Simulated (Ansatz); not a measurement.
## Pressure series in hypothetical rock salt CrGe

The parent structure is CrGe in the rock salt structure (space group Fm-3m, No. 225; ferromagnetic; a hypothetical phase, not in the database extracts checked).

```cif
data_CrGe
_chemical_formula_sum 'Ge1 Cr1'
_space_group_name_H-M_alt 'P 1'
_space_group_IT_number 1
_cell_length_a 3.48849
_cell_length_b 3.48849
_cell_length_c 3.48849
_cell_angle_alpha 60.000
_cell_angle_beta 60.000
_cell_angle_gamma 60.000
loop_
_space_group_symop_operation_xyz
  'x, y, z'
loop_
_atom_site_label
_atom_site_type_symbol
_atom_site_fract_x
_atom_site_fract_y
_atom_site_fract_z
_atom_site_occupancy
Ge1 Ge 0.00000 0.00000 0.00000 1
Cr1 Cr 0.50000 0.50000 0.50000 1
```

Cell and atoms are relaxed at each pressure.

Level of theory: PBEsol, PAW, 420 eV (Ansatz, a program for electronic structure; spin-orbit coupling left out).

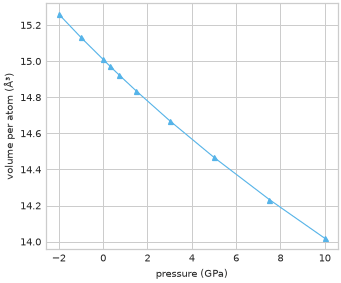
Volume per atom against pressure

```json
[
 {"pressure (GPa)": "-2", "volume per atom": "15.26 Å³"},
 {"pressure (GPa)": "-1", "volume per atom": "15.13 Å³"},
 {"pressure (GPa)": "0.3", "volume per atom": "14.97 Å³"},
 {"pressure (GPa)": "0.7", "volume per atom": "14.93 Å³"},
 {"pressure (GPa)": "1.5", "volume per atom": "14.83 Å³"},
 {"pressure (GPa)": "3", "volume per atom": "14.67 Å³"},
 {"pressure (GPa)": "5", "volume per atom": "14.47 Å³"},
 {"pressure (GPa)": "7.5", "volume per atom": "14.23 Å³"},
 {"pressure (GPa)": "10", "volume per atom": "14.02 Å³"}
]
```

Other magnetic orders, which the real material may have, were not ruled out. Load acts through the strain it causes; cell and atoms are relaxed under it. Whether these cells are dynamically stable was not tested. No other phases were tried under pressure.
